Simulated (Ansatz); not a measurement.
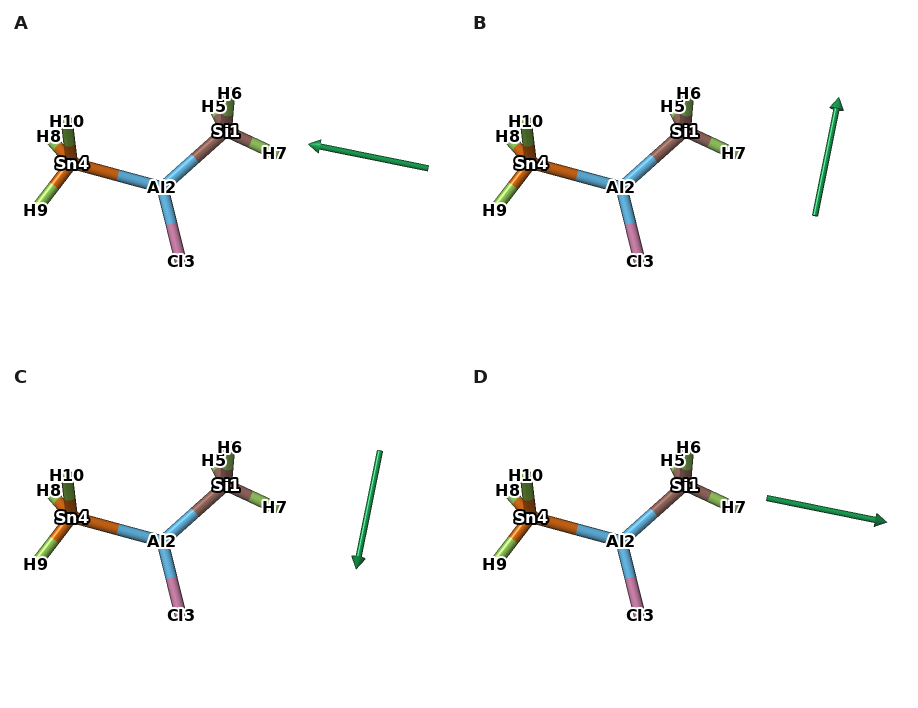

The same molecule four times, each with an arrow. The geometry was computed by an optimisation with PBE-D4/def2-SVP. No frequency run is at hand to confirm it as a minimum. Properties computed with RKS PBE-D4/def2-SVP, core potentials on Sn (Ansatz 0.2.0).

Which arrow points along the dipole moment, from the negative to the positive end?

B. The dipole moment is 0.74 D; it points from the side of Cl3 to the side of H5, H6 (the outermost atoms at the two ends).
